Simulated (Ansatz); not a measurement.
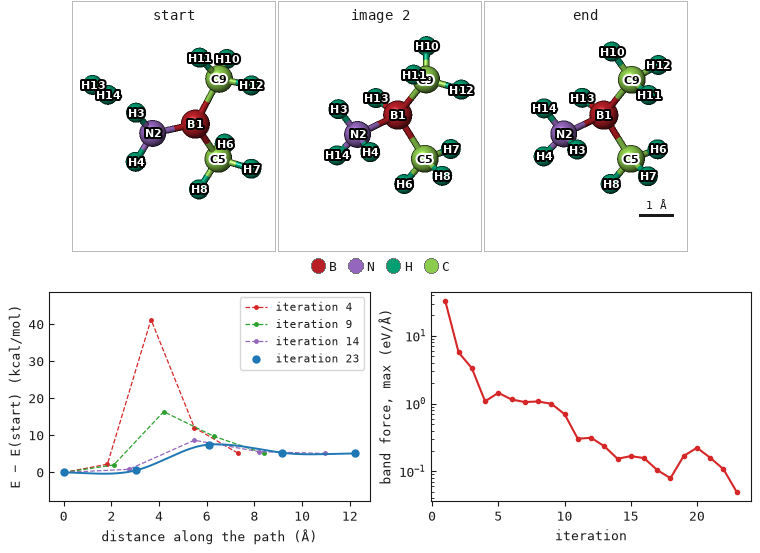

A nudged-elastic-band calculation for C₂H₁₀BN, made up at the start of C₂H₈BN and H₂. Images are numbered from 0 (start) to 4 (end). The plot follows the band through its iterations. The picture is a ball-and-stick view, seen at a tilt.

The calculation used Ansatz, RKS PBE-D4/6-31G*. Settings: 3 movable images; no climbing image; force threshold 0.05 eV/Å; iteration limit 60; starting path through a guess of the saddle point.

> Did the band converge, and can the barrier be trusted?

The run is converged, with reservations. The band converged in 23 iterations. The largest component of the band force went from 32 to 0.05 eV/Å. No image climbed, so the highest image needn't lie on the saddle point, and the true maximum along this path can be higher. So few images resolve the path coarsely. The first iteration put the highest image at 173.5 kcal/mol. The energy climbs by 7.5 kcal/mol to image 2 and then falls by 2.4 kcal/mol, so the end point sits at +5.1 kcal/mol.

Limits of the set-up: the start holds two separate molecules, 2.7 Å apart at their closest, whose relative position is a soft coordinate.

Cost: 3.5 min on 1 thread of Arm Neoverse V1, on a shared host, peak memory 0.14 GiB.
